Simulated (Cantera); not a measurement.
Charge: 1 mol HMDSO, 1.6 mol CO2, 2 mol N2, equilibrated at 1330 Pa.

Cantera equilibrium calculation (NASA polynomials, part measured and part estimated; ideal gas, pure solids and liquids). Candidate condensed phases: C, C6H6, C7H8, C8H18, H2O, Si, SiC, SiO2, Si2N2O, Si3N4; 151 gas species. The feed counts by its element totals alone. N2 is the only nitrogen source here; it is nearly inert below about 1500 K, so the nitride shown seldom forms there in practice. Equilibrium is a limit: real reactors are often held back by kinetics, nucleation or transport.

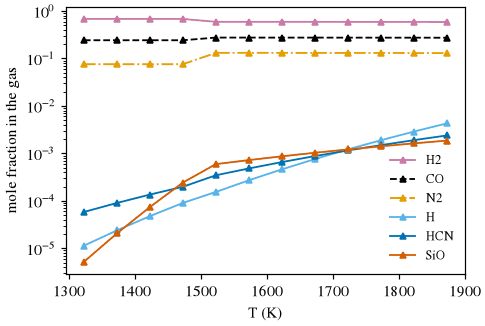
Figure: Equilibrium gas composition (values under 1e-9 drawn at 1e-9)

From 1323 K to 1473 K the condensed part is C(graphite) + Si2N2O(s). From 1523 K to 1873 K the condensed part is C(graphite) + SiC(s). The main Si-bearing gas is SiO throughout.
